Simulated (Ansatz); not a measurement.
MnVC₆N₆, 56 atoms, a = 10.32 Å, b = 10.32 Å, c = 10.32 Å, α = 90.00°, β = 90.00°, γ = 90.00°.

Space group Fm-3m; a structure generated by program, which may or may not match a known phase; spin-polarised.

Theory: Ansatz 0.2.0, DFT PBE, scalar-relativistic, plane waves, PAW.

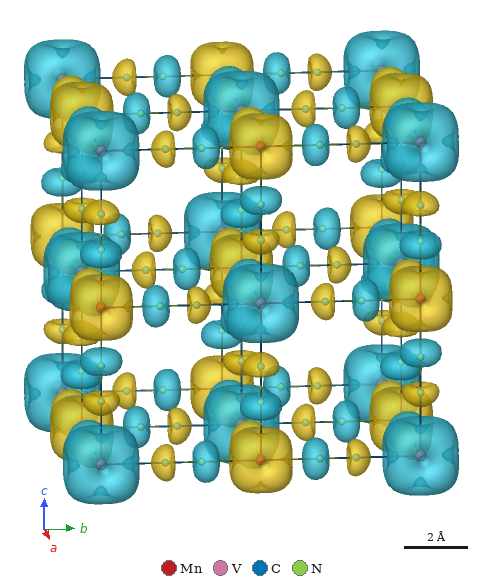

MnVC₆N₆. Isosurfaces of the magnetisation density (up minus down) at +0.03 (yellow) and −0.03 e/Å³ (cyan), seen at an oblique angle. Sticks mark near contacts.

The density is the valence pseudo-density of a PAW calculation; it isn't the true density close to the nuclei.

**Which atoms carry the moments, and with what signs?**

The spin density sits on Mn: +1.7 μB (×4); V: −1.3 μB (×4) in one cell of 56 atoms: ferrimagnetic (opposed moments on unlike sites) in this solution. The cell of the calculation (14 atoms) carries 0.0 μB of net spin moment.
